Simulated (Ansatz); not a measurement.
**Ag: pressure series**

The parent structure is Ag in the fcc (Cu type) structure (space group Fm-3m, No. 225; a = 4.002 Å).

Cell and atoms are relaxed at each pressure.

Method: LDA (Ansatz, an electronic-structure program; PAW; 420 eV plane waves; without spin-orbit coupling).

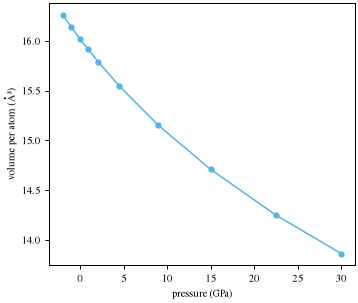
*Volume per atom against pressure*

| pressure (GPa) | volume per atom |
|---|---|
| -2 | 16.26 Å³ |
| -1 | 16.14 Å³ |
| 0.9 | 15.92 Å³ |
| 2.1 | 15.79 Å³ |
| 4.5 | 15.55 Å³ |
| 9 | 15.15 Å³ |
| 15 | 14.71 Å³ |
| 22.5 | 14.25 Å³ |
| 30 | 13.86 Å³ |

Load acts through the strain it causes; cell and atoms are relaxed under it. No phonon test of stability was made. No other phases were tried under pressure.
